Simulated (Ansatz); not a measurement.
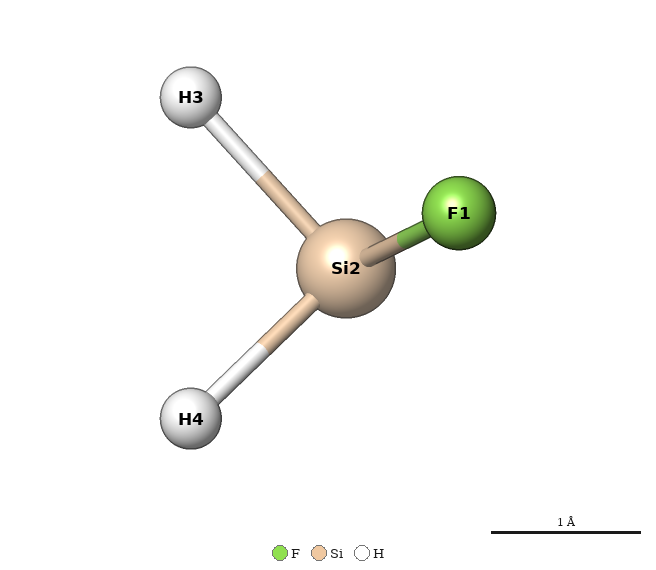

Orthographic view with a scale bar. The species has charge −1 and is a spin singlet. The computed structure is the end point of a PBE0-D4/def2-TZVPD optimisation. No frequency run is at hand to confirm it as a minimum.

Write Cartesian coordinates in Å in the frame of the picture: x to the right, y up, z towards the viewer, origin at the mean of the atomic positions.

```xyz
4
FH2Si
F    1.09   0.24   0.97
Si   0.33  -0.13  -0.51
H   -0.71   1.02  -0.50
H   -0.71  -1.14   0.05
```
